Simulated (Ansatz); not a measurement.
## Electronic structure of CH$_{4}$BLi (SMILES [Li][BH]C) in real space

Input file:

```
crystal:
  periodic: [false, false, false]
  atoms:
    - {symbol: C, position_ang: [0.608667, 0.479547, 0.280790]}
    - {symbol: B, position_ang: [-0.144532, -0.672649, -0.474445]}
    - {symbol: Li, position_ang: [-1.720252, -2.030109, 0.260742]}
    - {symbol: H, position_ang: [0.189287, -0.721605, -1.644111]}
    - {symbol: H, position_ang: [0.546796, 0.496709, 1.370595]}
    - {symbol: H, position_ang: [0.077803, 1.381772, -0.077903]}
    - {symbol: H, position_ang: [1.651682, 0.625893, -0.027029]}
basis:
  gaussian: {orbitals: def2-TZVPD}
output: {forces: true, orbitals: {seedname: orbitals}}
hamiltonian: {xc: {name: PBE0}}
```

Launched as:

```sh
ansatz run input.yaml --threads 2 --pin off --max-ram 4350MiB --events-out events.jsonl --progress --plain --runs-dir runs
```

Geometry: PBE0-D4/def2-TZVP.

Computed with isolated molecule in a Gaussian basis; Kohn-Sham density functional theory, functional PBE0 in Ansatz.

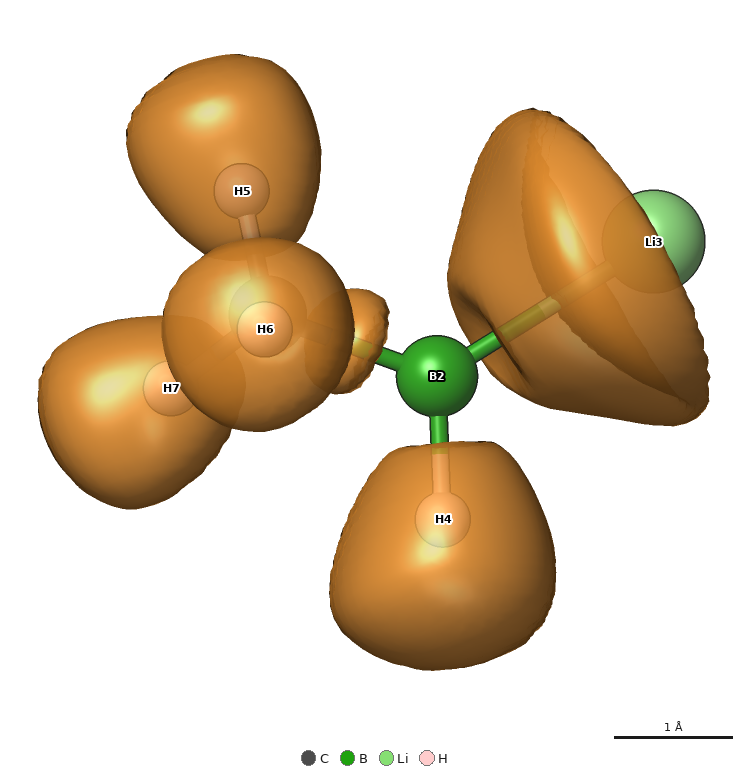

Figure 1. Isosurface of the ELF at 0.85 (orange), seen at a tilt. Only the valence region is drawn (cores and ρ < 0.01 e/Å³ removed).

### Identify the bonds, lone pairs and shells in this picture.

The ELF exceeds this value in one region between bonded B–C atoms (shared pairs), four regions around hydrogen nuclei and one lobe of the valence shell of Li pointing towards B. Profiles from the grid: C–B (1.57 Å): the ELF peaks at about 0.95 between the atoms; localised, covalent bonding. Li–B (2.21 Å): the ELF peaks at about 1 in the valence shell of B, 1.0 Å from its nucleus, and is about 1 at the midpoint.

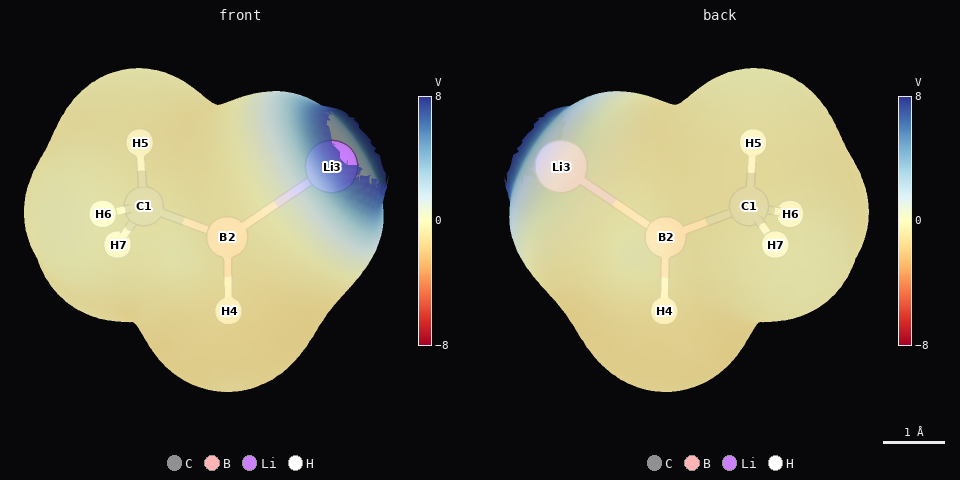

Figure 2. The electrostatic potential painted on the density surface at 0.002 e/bohr³, seen from the front and from behind; red is negative and blue positive.

### Where is the surface potential most negative and most positive?

The most negative region (about −1.3 V) lies over H4, the most positive (about +7.6 V) over Li3.

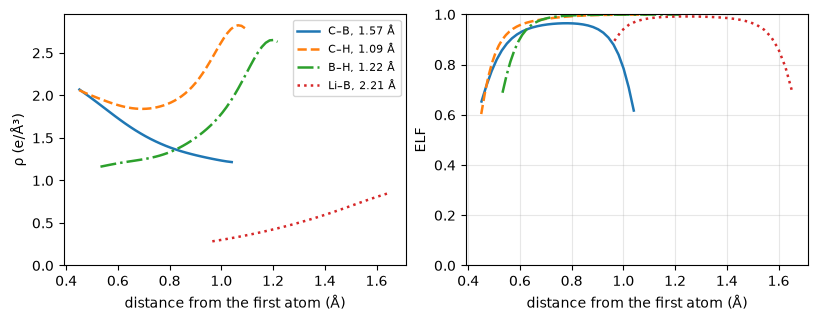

Figure 3. Total electron density and ELF along straight lines between neighbouring atoms. The curves leave out the atomic cores.

### Compare the contacts.

C–B (1.57 Å): the density is about 1.4 e/Å³ at the midpoint; the ELF peaks at about 0.95 between the atoms; a shared electron pair.
C–H (1.09 Å): the density is about 1.9 e/Å³ at the midpoint; the ELF climbs to about 1 towards the hydrogen, as it does in any bond to H: an ordinary covalent bond to hydrogen.
B–H (1.22 Å): the density is about 1.2 e/Å³ at the midpoint; the ELF climbs to about 1 towards the hydrogen (an ordinary covalent bond to hydrogen).
Li–B (2.21 Å): ρ is about 0.36 e/Å³ halfway; the ELF peaks at about 1 in the valence shell of B, 1.0 Å from its nucleus, and is about 1 at the midpoint.
